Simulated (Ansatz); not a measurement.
Input file:

```
crystal:
  periodic: [false, false, false]
  atoms:
    - { symbol: Si, position_ang: [-0.6592, 1.3006, 0.2634] }
    - { symbol: C, position_ang: [-0.3216, -0.1905, -0.6955] }
    - { symbol: Si, position_ang: [-0.31477, 0.34612, -2.42608] }
    - { symbol: S, position_ang: [1.25305, -0.87639, -0.31044] }
    - { symbol: H, position_ang: [0.321, 2.3902, 0.014] }
    - { symbol: H, position_ang: [-0.8064, 1.0984, 1.7113] }
    - { symbol: H, position_ang: [-1.9791, 1.9232, -0.1821] }
    - { symbol: H, position_ang: [-1.11632, -0.94614, -0.55831] }
    - { symbol: H, position_ang: [-0.07536, -0.73972, -3.3679] }
    - { symbol: H, position_ang: [0.75779, 1.38802, -2.72066] }
    - { symbol: H, position_ang: [-1.61107, 0.97097, -2.83751] }
    - { symbol: H, position_ang: [2.04792, 0.20508, -0.53331] }
basis:
  gaussian: { orbitals: "6-31G*" }
hamiltonian:
  xc: pbe0
relax:
  f_tol: 0.015
  max_steps: 40
output:
  orbitals: {}
```

Run with:

```sh
ansatz run input.yaml --threads 1 --pin off --max-ram 2048MiB --backend cpu --events-out ev --progress --plain --runs-dir out
```

The fields are those of the relaxed geometry.

All numbers below come from RKS PBE0/6-31G* (Ansatz).

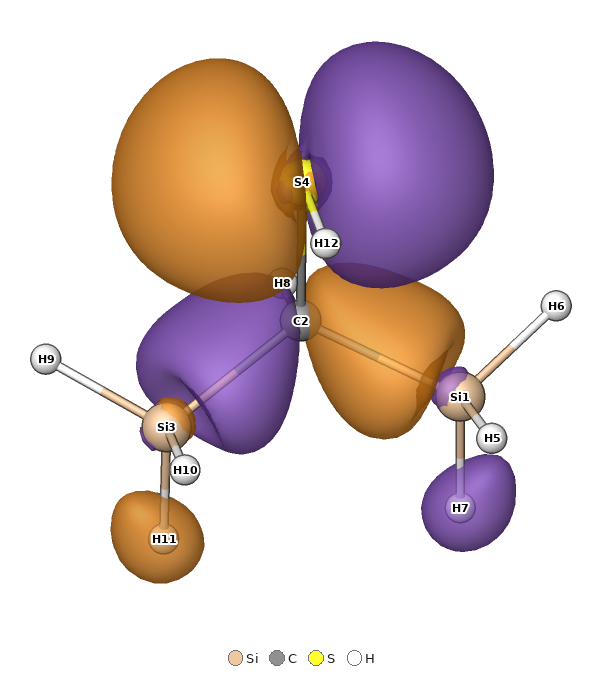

CH₈SSi₂. The HOMO at ±0.08 Å⁻³ᐟ² (orange and purple are the two phases), seen at an oblique angle.

Question: Where does this orbital lie, and at what energy?

Answer: By Hirshfeld shares it lies mainly on S4 (about 70 %), C2 (about 10 %), Si1 (about 5 %) and Si3 (about 5 %); largely a lone pair of S4. Its energy is −6.73 eV.
